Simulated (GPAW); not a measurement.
## A GW chain in GPAW: H (I4/mmm)

How does a plane-wave GW calculation on H (I4/mmm) run from the first input to the gap?

Program: GPAW 26.7.0. Level of theory: LDA and many-body steps on it, plane waves. Results are calculated unless marked as measured.

## (1) Starting point

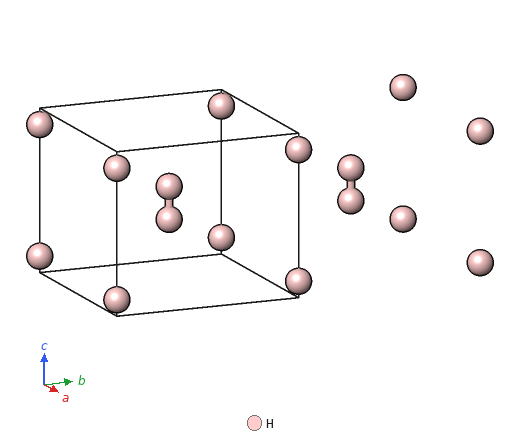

The starting structure, seen slightly off an axis (hydrogen pink). 1×2×1 cells are drawn. This picture shows the conventional cell, with its axes. Bonds to atoms that aren't drawn are left out. Some periodic images of atoms are drawn too.

Structure file:

```cif
data_structure
_symmetry_space_group_name_H-M 'P 1'
_symmetry_Int_Tables_number 1
_cell_length_a 3.5718
_cell_length_b 3.5718
_cell_length_c 3.5718
_cell_angle_alpha 105.619
_cell_angle_beta 105.619
_cell_angle_gamma 117.485
_cell_volume 34.56
loop_
_atom_site_label
_atom_site_type_symbol
_atom_site_fract_x
_atom_site_fract_y
_atom_site_fract_z
_atom_site_occupancy
H1 H 0.89995 0.89995 0.00000 1
H2 H 0.10005 0.10005 0.00000 1
```

The cell and positions are those that the Materials Project relaxed with its own functionals (PBE, PBE+U or r2SCAN), kept fixed.

## (2) Ground state

This step: GPAW 26.7.0; DFT, LDA, plane waves, PAW.

The ground-state density comes first.

Contents of run.py:

```python
import json
import numpy as np
from gpaw.mpi import world
from ase import Atoms
from gpaw import GPAW, PW, FermiDirac

atoms = Atoms(['H', 'H'],
    cell=[[-2.1590258100, 2.1590258100, 1.8533590600],
      [2.1590258100, -2.1590258100, 1.8533590600],
      [2.1590258100, 2.1590258100, -1.8533590600]],
    scaled_positions=[[0.8999455600, 0.8999455600, 0.0000000000],
      [0.1000544400, 0.1000544400, 0.0000000000]],
    pbc=(True, True, True))
calc = GPAW(mode=PW(600),
    xc='LDA',
    kpts={'size': (8, 8, 8), 'gamma': True},
    occupations=FermiDirac(0.001),
    nbands=-7,
    convergence={'density': 1e-6, 'bands': -3},
    maxiter=100,
    txt='gs.txt')
atoms.calc = calc
res = {'energy': atoms.get_potential_energy()}
kpts = calc.get_ibz_k_points()
res['kpts'] = kpts
res['eigenvalues'] = [calc.get_eigenvalues(kpt=k) for k in range(len(kpts))]
res['n_electrons'] = calc.get_number_of_electrons()
calc.write('gs.gpw')

if world.rank == 0:
    with open('result.json', 'w') as f:
        json.dump(res, f, default=lambda x: x.tolist())
```

On the command line:

```sh
$ mpirun -n 4 gpaw python run.py
```

The program printed:

```text
__  _  _
 | _ |_)|_||  |
 |__||  | ||/\| - 26.7.0

Input parameters:
  mode=PW(ecut=600.0),
  convergence={'density': 1e-06, 'bands': -3},
  kpts=MonkhorstPack(size=(8, 8, 8), gamma=True),
  maxiter=100,
  nbands=-7,
  occupations=Occupations(name='fermi-dirac', width=0.001, fixmagmom=False),
  xc=XC(name='LDA')
  [... matrices ...]
Diagonalizing LCAO Hamiltonian
Converting LCAO to pw mode

       H

       H

Atoms  # Å, Bohr magnetons
|   | symbol |         x |        y |        z |    initial magnetic moments |
| 0 |      H | -0.000000 | 0.000000 | 3.335845 | ( 0.0000,  0.0000,  0.0000) |
| 1 |      H | -0.000000 | 0.000000 | 0.370874 | ( 0.0000,  0.0000,  0.0000) |

Unit cell  # Å
| periodic |         x |         y |         z |  lengths |     angles |
|      yes | -2.159026 |  2.159026 |  1.853359 | 3.571796 | 105.619281 |
|      yes |  2.159026 | -2.159026 |  1.853359 | 3.571796 | 105.619281 |
|      yes |  2.159026 |  2.159026 | -1.853359 | 3.571796 | 117.484728 |

Number of symmetries: 16
Symmetry operations  # r_c * U_cc + t_c -> r_c
|    | kind |            matrix            |
|  0 |  σ   |  1, 1, 1,  0, 0,-1,  0,-1, 0 |
|  1 |  C4  |  1, 1, 1,  0, 0,-1, -1, 0, 0 |
|  2 |  E   |  1, 0, 0,  0, 1, 0,  0, 0, 1 |
|  3 |  σ   |  1, 0, 0,  0, 1, 0, -1,-1,-1 |
|  4 |  σ   |  0, 1, 0,  1, 0, 0,  0, 0, 1 |
|  5 |  C2  |  0, 1, 0,  1, 0, 0, -1,-1,-1 |
|  6 |  C2  |  0, 0, 1, -1,-1,-1,  1, 0, 0 |
|  7 |  S4  |  0, 0, 1, -1,-1,-1,  0, 1, 0 |
|  8 |  C4  |  0, 0,-1,  1, 1, 1,  0,-1, 0 |
|  9 |  σ   |  0, 0,-1,  1, 1, 1, -1, 0, 0 |
| 10 |  σ   |  0,-1, 0, -1, 0, 0,  1, 1, 1 |
| 11 |  C2  |  0,-1, 0, -1, 0, 0,  0, 0,-1 |
| 12 |  C2  | -1, 0, 0,  0,-1, 0,  1, 1, 1 |
| 13 |  i   | -1, 0, 0,  0,-1, 0,  0, 0,-1 |
| 14 |  S4  | -1,-1,-1,  0, 0, 1,  1, 0, 0 |
| 15 |  C2  | -1,-1,-1,  0, 0, 1,  0, 1, 0 |

BZ-sampling:
  Number of BZ points: 512
  Number of IBZ points: 59

  Monkhorst-Pack size: [8, 8, 8]
  Monkhorst-Pack shift: [0.0625, 0.0625, 0.0625]

K-points  # in reciprocal-cell coordinates
|     |                                coordinates |     weight |
|   0 | (  0.00000000,   0.00000000,   0.00000000) | 0.00195312 |
|   1 | (  0.12500000,  -0.12500000,   0.00000000) | 0.00781250 |
|   2 | (  0.12500000,  -0.12500000,   0.12500000) | 0.00781250 |
|   3 | (  0.12500000,   0.00000000,   0.00000000) | 0.01562500 |
|   4 | (  0.12500000,   0.12500000,  -0.12500000) | 0.00390625 |
|   5 | (  0.25000000,  -0.25000000,   0.00000000) | 0.00781250 |
|   6 | (  0.25000000,  -0.25000000,   0.12500000) | 0.01562500 |
|   7 | (  0.25000000,  -0.25000000,   0.25000000) | 0.00781250 |
|   8 | (  0.25000000,  -0.12500000,   0.00000000) | 0.03125000 |
|   9 | (  0.25000000,  -0.12500000,   0.12500000) | 0.01562500 |
| ... |                                            |            |
|  58 | (  0.50000000,   0.50000000,   0.50000000) | 0.00195312 |

Plane wave coefficients: 1176
Cutoff: 600.0 eV

Spin-components: 1 (collinear spins)
Bands:           8
Projectors:      6
Spin-degeneracy: 2
Datatype:        complex128

  Storage: CPU
  Wave functions: 8_813_184 bytes (2_203_296 per core)
  Projectors: 9_914_832 bytes (2_478_708 per core)
  [... matrices ...]
Parallelization:
  kpt:    4
  domain: 1
  band:   1

Density:
  Valence electrons: 2.0
  Components: 1
  Grid points: [21 21 21]
  Charge: 0.0  # |e|

Potential:
  Grid points: [21 21 21]

species:
  H:
    name:    Hydrogen
    Z:       1.0
    valence: 1
    core:    0
    charge:  0.0  # [|e|]
    compensation charges:
      type: gauss
      rc: 0.15  # [Å]
      lmax: 2
    cutoffs:
      filter: 0.85  # [Å]
      core: 0.53  # [Å]
    projectors
    | kind |    occ | energy [eV] | rcut [Å] |
    |   1s |  1.000 |      -6.353 |    0.476 |
    |    s |        |      20.858 |    0.476 |
    |    p |        |       0.000 |    0.476 |

    Using partial waves for H as LCAO basis

Reference energy: -24.257917  # eV

eigensolver:
  PPCG
  Converge bands: -3
  niter=2

density mixing:
  MSR1-Mixer
  Pratt-step length: 0.05
  Maximum mixing coefficient: 0.75
  Old densities: 10
  SVD Regularization: 0.005
  Good broyden scale: 1.0
  Trust region scale: 1.0
  Backstep threshold: 4.0
  History deletion threshold: 6.0
  Fourier metric: weight=20.0, sigma=0.015

occupation numbers:
  Fermi-Dirac:
    width: 0.0010  # eV

poisson solver:
  ecut: 4800.0  # eV

xc functional:
  name: None

Initialization done in: 0.545 s

convergence criteria:
- Maximum integral of absolute [dens]ity change: 1e-06 electrons / valence electron
- Maximum [total energy] change in last 3 cyles: 0.0005 eV / valence electron
- Maximum integral of absolute [eigenst]ate change: 4e-08 eV^2 / valence electron
maximum number of iterations: 100

SCF iterations
|iter     |     time |      energy | eigst |  dens |
|iter:   1|  |   -7.397886 | +3.29 |       |
|iter:   2|  |   -7.326361 | +1.51 | -0.38 |
|iter:   3|  |   -6.732683 | -0.44 | -0.41 |
|iter:   4|  |   -6.726643 | -2.33 | -1.22 |
|iter:   5|  |   -6.727146 | -3.91 | -1.74 |
|iter:   6|  |   -6.727140c| -5.61 | -2.96 |
|iter:   7|  |   -6.727140c| -7.68c| -4.13 |
|iter:   8|  |   -6.727140c| -7.33 | -4.59 |
|iter:   9|  |   -6.727140c| -8.80c| -6.02c|

Converged in 9 steps
SCF loop duration: 2.042 s (0.227 s/step)
Energy contributions relative to reference atoms: (reference = -24.257917)
  [... matrices ...]
Energy contributions:
  Kinetic:           6.901401
  Coulomb:          -8.528311
  Zero:              0.002574
  External:          0.000000
  Xc:               -5.102804
  Entropy:          -0.000000
  Spinorbit:         0.000000
  ----------------------------
  Free energy:      -6.727140
  Extrapolated:     -6.727140

dipole moment: (-2.119267, -2.119267, 1.819229)  # |e|*Ang

Fermi level: -4.022
Eigenvalues  # (at kpt = [0.000, 0.000, 0.000])
| band index |      eig [eV] | occ [0-2] |
|          0 |       -10.139 |     2.000 |
|          1 |         2.508 |     0.000 |
|          2 |         6.969 |     0.000 |
|          3 |        10.549 |     0.000 |
|          4 |        10.549 |     0.000 |
|          5 |        12.637 |     0.000 |
|          6 |        13.445 |     0.000 |
|          7 |        14.942 |     0.000 |

Gap: 9.044 eV
Transition (v -> c):
  (s=0, k=58, n=0, [0.50, 0.50, 0.50]) -> (s=0, k=40, n=1, [0.50, 0.00, 0.50])
Direct/indirect transitions are different
Direct gap: 9.279 eV
Transition at: (s=0, k=40, n=0, [0.50, 0.00, 0.50])
# Writing to gs.gpw (mode='')
  [... matrices ...]
```

It took 4.2 s on 4 MPI ranks of Arm Neoverse V2, shared host; peak memory 0.58 GiB; 16 s of CPU time.

This step gave:

* total energy: -6.727 eV
* gap: 9.044 eV
* k of the valence top: 0.5, 0.5, 0.5
* k of the conduction bottom: 0.5, 0, 0.5
* least direct gap: 9.279 eV

The gap is indirect, with the least direct gap 0.23 eV higher.

## (3) Bands along the symmetry lines

The cheap functional maps the bands first; the places of the edges decide which points the dearer methods must see.

Contents of run.py:

```python
import json
import numpy as np
from gpaw.mpi import world
from gpaw import GPAW

path = [[0.000000, 0.000000, 0.000000],
    [0.000000, 0.000000, 0.062500],
    [0.000000, 0.000000, 0.125000],
    [0.000000, 0.000000, 0.187500],
    [0.000000, 0.000000, 0.250000],
    [0.000000, 0.000000, 0.312500],
    [0.000000, 0.000000, 0.375000],
    [0.000000, 0.000000, 0.437500],
    [-0.000000, 0.000000, 0.500000],
    [-0.062500, 0.062500, 0.500000],
    [-0.125000, 0.125000, 0.500000],
    [-0.187500, 0.187500, 0.500000],
    [-0.250000, 0.250000, 0.500000],
    [-0.312500, 0.312500, 0.500000],
    [-0.375000, 0.375000, 0.500000],
    [-0.437500, 0.437500, 0.500000],
    [-0.500000, 0.500000, 0.500000],
    [-0.437500, 0.437500, 0.437500],
    [-0.375000, 0.375000, 0.375000],
    [-0.312500, 0.312500, 0.312500],
    [-0.250000, 0.250000, 0.250000],
    [-0.187500, 0.187500, 0.187500],
    [-0.125000, 0.125000, 0.125000],
    [-0.062500, 0.062500, 0.062500],
    [0.000000, 0.000000, 0.000000],
    [0.054278, 0.054278, -0.054278],
    [0.108556, 0.108556, -0.108556],
    [0.162834, 0.162834, -0.162834],
    [0.217111, 0.217111, -0.217111],
    [0.271389, 0.271389, -0.271389],
    [0.325667, 0.325667, -0.325667],
    [0.379945, 0.379945, -0.379945],
    [0.434223, 0.434223, -0.434223],
    [-0.434223, 0.565777, 0.434223],
    [-0.442445, 0.557555, 0.442445],
    [-0.450667, 0.549333, 0.450667],
    [-0.458889, 0.541111, 0.458889],
    [-0.467111, 0.532889, 0.467111],
    [-0.475334, 0.524666, 0.475334],
    [-0.483556, 0.516444, 0.483556],
    [-0.491778, 0.508222, 0.491778],
    [-0.500000, 0.500000, 0.500000],
    [0.000000, 0.000000, 0.500000],
    [0.031250, 0.031250, 0.468750],
    [0.062500, 0.062500, 0.437500],
    [0.093750, 0.093750, 0.406250],
    [0.125000, 0.125000, 0.375000],
    [0.156250, 0.156250, 0.343750],
    [0.187500, 0.187500, 0.312500],
    [0.218750, 0.218750, 0.281250],
    [0.250000, 0.250000, 0.250000],
    [0.218750, 0.281250, 0.218750],
    [0.187500, 0.312500, 0.187500],
    [0.156250, 0.343750, 0.156250],
    [0.125000, 0.375000, 0.125000],
    [0.093750, 0.406250, 0.093750],
    [0.062500, 0.437500, 0.062500],
    [0.031250, 0.468750, 0.031250],
    [0.000000, 0.500000, 0.000000],
    [0.000000, 0.437500, 0.000000],
    [0.000000, 0.375000, 0.000000],
    [0.000000, 0.312500, 0.000000],
    [0.000000, 0.250000, 0.000000],
    [0.000000, 0.187500, 0.000000],
    [0.000000, 0.125000, 0.000000],
    [0.000000, 0.062500, 0.000000],
    [0.000000, 0.000000, 0.000000]]
calc = GPAW('gs.gpw').fixed_density(kpts=path,
    symmetry='off',
    nbands=11,
    convergence={'bands': 7},
    txt='bands.txt')
res = {}
kpts = calc.get_ibz_k_points()
res['kpts'] = kpts
res['eigenvalues'] = [calc.get_eigenvalues(kpt=k) for k in range(len(kpts))]
res['n_electrons'] = calc.get_number_of_electrons()

if world.rank == 0:
    with open('result.json', 'w') as f:
        json.dump(res, f, default=lambda x: x.tolist())
```

On the command line:

```sh
$ mpirun -n 4 gpaw python run.py
```

The program printed:

```text
Diagonalizing LCAO Hamiltonian
Converting LCAO to pw mode
convergence criteria:
- Maximum integral of absolute [eigenst]ate change: 4e-08 eV^2 / valence electron
maximum number of iterations: 100

SCF iterations
|iter     |     time |      energy | eigst |  dens |
|iter:   1|  |             | +3.64 |       |
|iter:   2|  |             | +1.76 |       |
|iter:   3|  |             | -0.42 |       |
|iter:   4|  |             | -2.26 |       |
|iter:   5|  |             | -4.06 |       |
|iter:   6|  |             | -6.03 |       |
|iter:   7|  |             | -7.32 |       |
|iter:   8|  |             | -8.14c|       |
SCF steps: 8
  __  _  _
 | _ |_)|_||  |
 |__||  | ||/\| - 26.7.0

Input parameters:
  mode=PW(ecut=600.0),
  convergence={'bands': 7},
  gpts=array([21, 21, 21]),
  kpts=KPoints(kpts=array([[ 0.      ,  0.      ,  0.      ],
         [ 0.      ,  0.      ,  0.0625  ],
         [ 0.      ,  0.      ,  0.125   ],
         [ 0.      ,  0.      ,  0.1875  ],
[...]
[-0.      ,  0.      ,  0.5     ],
         [-0.0625  ,  0.0625  ,  0.5     ],
         [-0.125   ,  0.125   ,  0.5     ],
[...]
[-0.0625  ,  0.0625  ,  0.0625  ],
[...]
[ 0.054278,  0.054278, -0.054278],
         [ 0.108556,  0.108556, -0.108556],
         [ 0.162834,  0.162834, -0.162834],
[...]
[ 0.379945,  0.379945, -0.379945],
         [ 0.434223,  0.434223, -0.434223],
         [-0.434223,  0.565777,  0.434223],
         [-0.442445,  0.557555,  0.442445],
         [-0.450667,  0.549333,  0.450667],
[...]
[-0.483556,  0.516444,  0.483556],
         [-0.491778,  0.508222,  0.491778],
         [-0.5     ,  0.5     ,  0.5     ],
[...]
[ 0.      ,  0.125   ,  0.      ],
         [ 0.      ,  0.0625  ,  0.      ],
         [ 0.      ,  0.      ,  0.      ]])),
  maxiter=100,
  nbands=11,
  occupations=Occupations(name='fermi-dirac', width=0.001, fixmagmom=False),
  parallel={},
  symmetry=Symmetry(point_group=False, time_reversal=False),
  xc=XC(name='LDA')
  [... matrices ...]
timing:  # [seconds]
  Total: 0.033  # ━━━━━━━━━━━━━━━━━━━━━━━━━━━━━━━━━━━━━━━━━━━━━━━━━━━━━━━━━━━
```

The job ended after 4.5 s (4 MPI ranks; peak memory 0.6 GiB).

This step gave:

```
gap                        : 9.042 eV
k of the valence top       : -0.4342, 0.5658, 0.4342
k of the conduction bottom : 0, 0.5, 0
least direct gap           : 9.279 eV
```

The gap is 9.042 eV, −0.002 eV from the run before at this level.

The electronic bands at the labelled points (eV, zero at the top of the highest filled band; v1 is the highest filled band, c1 the lowest empty one):

```tsv
point	v1	c1	c2	c3	c4
Γ	-1.22	11.43	15.89	19.47	19.47
X	-0.48	9.57	14.56	14.79	19.67
M	0.00	12.72	12.72	12.86	14.62
Γ	-1.22	11.43	15.89	19.47	19.47
Z	0.00	11.74	12.90	12.90	14.81
jump to Z0	0.00	11.74	12.90	12.90	14.81
M	0.00	12.72	12.72	12.86	14.62
jump to X	-0.48	9.57	14.56	14.79	19.67
P	-0.17	10.11	12.28	12.28	20.82
N	-0.24	9.04	14.39	15.97	16.59
Γ	-1.22	11.43	15.89	19.47	19.47
```

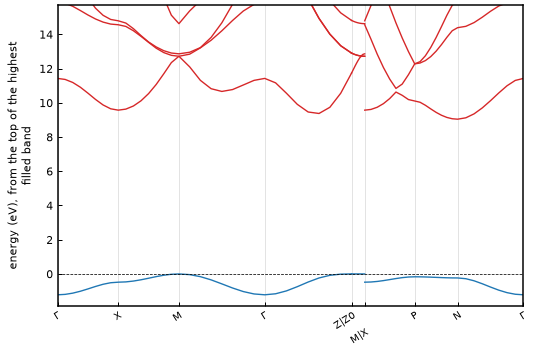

Electronic bands along the path; lines of filled and empty bands in two colours.

## (4) Empty states on the mesh, 6×6×6 mesh, 119 bands

The sums over transitions need many empty states on a uniform mesh; this step solves for them.

Contents of run.py:

```python
import json
import numpy as np
from gpaw.mpi import world
from gpaw import GPAW

calc = GPAW('gs.gpw').fixed_density(kpts={'size': (6, 6, 6), 'gamma': True},
    parallel={'domain': 1, 'band': 1},
    txt='nscf.txt')
calc.diagonalize_full_hamiltonian(nbands=119)
calc.write('full.gpw', mode='all')
res = {}
kpts = calc.get_ibz_k_points()
res['kpts'] = kpts
res['eigenvalues'] = [calc.get_eigenvalues(kpt=k) for k in range(len(kpts))]
res['n_electrons'] = calc.get_number_of_electrons()

if world.rank == 0:
    with open('result.json', 'w') as f:
        json.dump(res, f, default=lambda x: x.tolist())
```

On the command line:

```sh
$ mpirun -n 4 gpaw python run.py
```

The program printed:

```text
Diagonalizing LCAO Hamiltonian
Converting LCAO to pw mode
convergence criteria:
- Maximum integral of absolute [eigenst]ate change: 4e-08 eV^2 / valence electron
maximum number of iterations: 100

SCF iterations
|iter     |     time |      energy | eigst |  dens |
|iter:   1|  |             | +3.31 |       |
|iter:   2|  |             | +1.44 |       |
|iter:   3|  |             | -0.59 |       |
|iter:   4|  |             | -2.72 |       |
|iter:   5|  |             | -4.84 |       |
|iter:   6|  |             | -7.12 |       |
|iter:   7|  |             | -8.26c|       |
SCF steps: 7
  __  _  _
 | _ |_)|_||  |
 |__||  | ||/\| - 26.7.0

Input parameters:
  mode=PW(ecut=600.0),
  convergence={'density': 1e-06, 'bands': -3},
  gpts=array([21, 21, 21]),
  kpts=MonkhorstPack(size=(6, 6, 6), gamma=True),
  maxiter=100,
  nbands=8,
  occupations=Occupations(name='fermi-dirac', width=0.001, fixmagmom=False),
  parallel={'domain': 1, 'band': 1},
  xc=XC(name='LDA')
Matrix size: 1167x1167
# Writing to full.gpw (mode='all')
  [... matrices ...]

timing:  # [seconds]
  Total: 14.319  # ━━━━━━━━━━━━━━━━━━━━━━━━━━━━━━━━━━━━━━━━━━━━━━━━━━━━━━━━━━
```

Run time: 17 s. Hardware: 4 MPI ranks; peak memory 1.3 GiB.

This step gave:

```yaml
gap: 9.044 eV
k_of_the_valence_top: 0.5, 0.5, 0.5
k_of_the_conduction_bottom: 0.5, 0, 0.5
least_direct_gap: 9.279 eV
k_points_computed: 30
lowest_point_of_the_top_converged_band_above_the_valence_top: 129.6969 eV
```

On this mesh the gap is 9.044 eV.

(Continued in part 2 of 2.)

[Paths, hosts, dates, memory and timing lines, banners, echoed tables and standing remarks are left out of the program output.]

[Logs are printed without paths, hosts, clocks, repeated set-up lines and the standing remarks that a program may print on its own settings, such as how far it seeks lower states.]

[Runs of the session that timed out or met a known fault of the program may be left out.]

[Hosts, paths, dates, database ids (printed as entryN), source tags and the programs' standing remarks are cut or masked in the printed files.]
